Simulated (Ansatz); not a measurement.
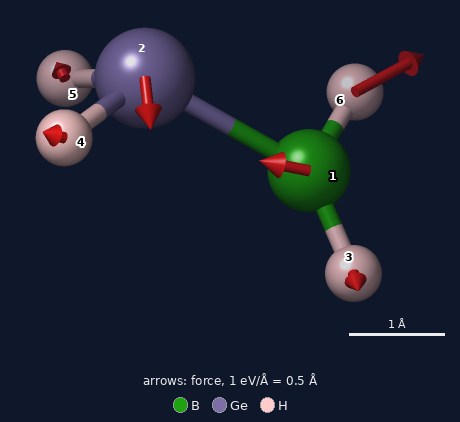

Starting geometry of BGeH₄ (multiplicity 2) with the computed forces as red arrows. A ball-and-stick model, seen from a free direction.

It is one of the separated reactants of a reaction.

Method: Ansatz 0.2.0, UKS PBE-D4/def2-SVP. (force threshold 0.03 eV/Å; at most 250 steps)

What follows when this structure is relaxed?

It isn't relaxed: the largest force vector, on H6, is 2.11 eV/Å. The final displacements have little in common with the starting forces (cosine between the two patterns 0.27). The atom that moves furthest after the best rigid fit is H5 (0.68 Å). Largest moves by element: H 0.68 Å, Ge 0.43 Å, B 0.10 Å. Near-neighbour distances that change, for instance: B1–H6 1.150 → 1.214 Å, B1–Ge2 2.034 → 1.987 Å, B1–H3 1.192 → 1.213 Å, Ge2–H4 1.543 → 1.552 Å. Among the angles between lasting bonds that change: Ge2–B1–H6 97.9° → 118.9°, B1–Ge2–H5 105.9° → 125.1°, Ge2–B1–H3 137.4° → 118.7°. Over 5 geometry steps the energy falls by 17.0 kcal/mol. Largest force component: 1.5 eV/Å at the start, 0.027 eV/Å at the end. The run took 7 s on 2 threads of Arm Neoverse V2, on a shared host.
